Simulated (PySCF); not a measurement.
# One shape, several levels: N2H3 (SMILES [NH]N)

We compute a comparison of 5 runs (UMP2/STO-3G, UCCSDT/STO-3G, UCISD/STO-3G, UCCSD(T)/STO-3G, FCI/STO-3G) of N2H3. 

The results are computed with PySCF 2.14.0.

6 further runs of the same task are left out: 6 set aside as unsound or not needed.

## (1) The system as given

N2H3 has 5 atoms, charge 0, and is taken as a doublet. SMILES: `[NH]N`. The N2–H4 distance was set to 2.829 Å, away from the relaxed value. At this shape a bond of the SMILES string is far longer than usual.

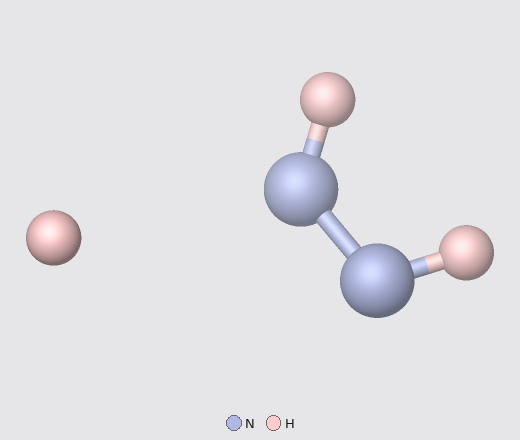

The structure, seen from a chosen angle (nitrogen light blue, hydrogen pink).

## (2) The energy at UMP2/STO-3G (run 1)

Input file input.xyz:

```xyz
5

N      1.475260    -1.391970     0.938333
N      1.523960    -0.334520     0.125193
H      2.401980    -1.575640     1.322163
H     -1.043070     0.577800    -0.638700
H      2.242780     0.378360     0.217303
```

Input file input.py:

```python
from pyscf import gto, mp

molecule = gto.M(
    atom='input.xyz',
    spin=1,
    basis='sto-3g',
    max_memory=1860,
    verbose=3,
)

mf = molecule.UHF()
mf.conv_tol = 1e-10
mf.kernel()
if not mf.converged:
    mf = mf.newton().run(mf.mo_coeff, mf.mo_occ)

pt = mp.MP2(mf, frozen=2).run()
e_tot = pt.e_tot
print('E = %.10f Eh' % e_tot)
```

Command:

```sh
OMP_NUM_THREADS=1 python input.py
```

Output:

```text
converged SCF energy = -108.983724849718  <S^2> = 0.75004366  2S+1 = 2.0000437
E(UMP2) = -109.122756889649  E_corr = -0.139032039931606
E(SCS-UMP2) = -109.129838725653  E_corr = -0.14611387593466
E = -109.1227568896 Eh
```

Wall time 0.71 s (1 thread of Arm Neoverse V2, shared host); peak memory 0.11 GiB.

## (3) A single-point energy at UCCSDT/STO-3G (run 2)

Input file calc.py:

```python
from pyscf import gto, cc

mol = gto.M(
    atom=[
    ('N', (1.475260, -1.391970, 0.938333)),
    ('N', (1.523960, -0.334520, 0.125193)),
    ('H', (2.401980, -1.575640, 1.322163)),
    ('H', (-1.043070, 0.577800, -0.638700)),
    ('H', (2.242780, 0.378360, 0.217303)),
],
    basis='sto-3g',
    verbose=3,
    max_memory=1860,
    spin=1,
)

mf = mol.UHF()
mf.conv_tol = 1e-10
mf.kernel()
if not mf.converged:
    mf = mf.newton().run(mf.mo_coeff, mf.mo_occ)

mycc = cc.CCSDT(mf, frozen=2)
mycc.kernel()
e_tot = mycc.e_tot
print(f'total energy: {e_tot:.8f} hartree')
```

Command:

```sh
OMP_NUM_THREADS=1 python calc.py
```

Output:

```text
converged SCF energy = -108.983724849718  <S^2> = 0.75004366  2S+1 = 2.0000437
_make_eris_incore_UCCSDT

WARN: A large `blksize_v_aaa` is being used, which may cause large memory consumption
      for storing contraction intermediates. If memory is sufficient, consider using
      `pyscf.cc.uccsdt_highm.UCCSDT` instead.

WARN: A large `blksize_v_aab` is being used, which may cause large memory consumption
      for storing contraction intermediates. If memory is sufficient, consider using
      `pyscf.cc.uccsdt_highm.UCCSDT` instead.

UCCSDT converged
E(UCCSDT) = -109.1541610206854   E_corr = -0.1704361709675019
E_corr(same-spin) = -0.0160457144032401
E_corr(oppo-spin) = -0.154390456564262
total energy: -109.15416102 hartree
```

Run time: 1.4 s. Hardware: 1 thread of Arm Neoverse V2, shared host; peak memory 0.12 GiB.

Runs 3 to 4 aren't shown in full; the table further down has their settings and results.

## (4) The energy at FCI/STO-3G (run 5)

Input file input.py:

```python
from pyscf import gto, mcscf

system = gto.M(
    atom='''
N        1.475260      -1.391970       0.938333
N        1.523960      -0.334520       0.125193
H        2.401980      -1.575640       1.322163
H       -1.043070       0.577800      -0.638700
H        2.242780       0.378360       0.217303
''',
    max_memory=1860,
    spin=1,
    charge=0,
    basis='sto-3g',
    verbose=4,
)

mf = system.ROHF()
mf.conv_tol = 1e-10
mf.kernel()
if not mf.converged:
    mf = mf.newton().run(mf.mo_coeff, mf.mo_occ)

cas = mcscf.CASCI(mf, mf.mo_coeff.shape[-1] - 2, (system.nelec[0] - 2, system.nelec[1] - 2))  # full CI above the frozen core
cas.fix_spin_(ss=0.75)
cas.kernel()
etot = cas.e_tot
print(f'total energy: {etot:.8f} hartree')
```

Command:

```sh
OMP_NUM_THREADS=1 python input.py
```

Output:

```text
PySCF version 2.14.0

[... 67 lines left out ...]
converged SCF energy = -108.983724164349
[... 1 line left out ...]
******** <class 'pyscf.mcscf.casci.CASCI'> ********
CAS (7e+6e, 11o), ncore = 2, nvir = 0
natorb = False
canonicalization = True
sorting_mo_energy = False
******** <class 'pyscf.fci.addons.SpinPenaltyFCISolver'> ********
max. cycles = 200
conv_tol = 1e-08
davidson only = True
linear dependence = 1e-12
level shift = 0.001
max iter space = 12
nroots = 1
pspace_size = 400
spin = None
Density matrix diagonal elements [1.98734382 1.98217165 1.9735964  1.9798864  1.86375098 1.95208795
 1.00002849 0.169877   0.03052677 0.03274166 0.02798888]
CASCI converged
CASCI E = -109.155370096052  E(CI) = -40.6415322106014  S^2 = 0.7500000
total energy: -109.15537010 hartree
```

Run time: 3.3 s. Hardware: 1 thread of Arm Neoverse V2, shared host; peak memory 0.15 GiB.

## (5) The series

```csv
run,level,energy (Eh),dipole moment (D) of the reference,HOMO energy (eV),LUMO energy (eV),wall time
1,UMP2/STO-3G,-109.122757,2.96,-9.10,5.71,0.71 s
2,UCCSDT/STO-3G,-109.154161,2.96,-9.10,5.71,1.4 s
3,UCISD/STO-3G,-109.141933,2.96,-9.10,5.71,0.85 s
4,UCCSD(T)/STO-3G,-109.153947,2.96,-9.10,5.71,0.91 s
5,FCI/STO-3G,-109.155370,2.96,–,–,3.3 s
```

## (6) Outcome

| quantity | value |
| --- | --- |
| run 5: total energy | -109.15537 Eh |
| run 5: dipole moment (Hartree–Fock density) | 2.96 D |
| run 5: correlation energy (2 core orbitals frozen) | -171.6 mEh |

In words: Against full CI in this basis: UMP2 +32.6 mEh; UCCSDT +1.2 mEh; UCISD +13.4 mEh; UCCSD(T) +1.4 mEh. In runs 1, 2, 3, 4, 5 the basis is minimal, so the values are rough. All runs together took 7.2 s, the longest 3.3 s.
